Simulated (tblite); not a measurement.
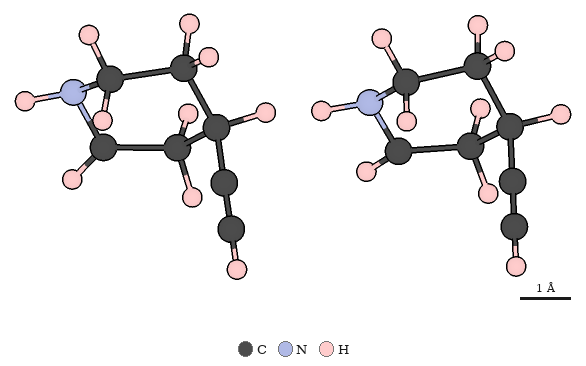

Two geometries of C7H10N (multiplicity 2), drawn at one scale. One is the start of a relaxation, the other its converged end. The picture is a ball-and-stick view, seen from a free direction.

The calculation used GFN2-xTB geometry optimisation, gas phase (tblite 0.8.0). 

### Which of the two is the end point?

The right one is the relaxed one. An H atom moves most after the best rigid fit: 0.29 Å. Largest moves by element: H 0.29 Å, N 0.24 Å, C 0.21 Å. Near-neighbour distances that change, for instance: C–N 1.481 → 1.397 Å, C–N 1.468 → 1.449 Å, C–C 1.470 → 1.451 Å, C–H 1.110 → 1.092 Å. Among the angles between lasting bonds that change: C–N–C 111.2° → 117.3°, N–C–H 119.6° → 114.9°, C–C–H 107.3° → 111.4°. After 56 geometry steps the energy has fallen by 27.7 kJ/mol. Cost: 0.34 s on 1 thread of Arm Neoverse V1, with other jobs on the host.
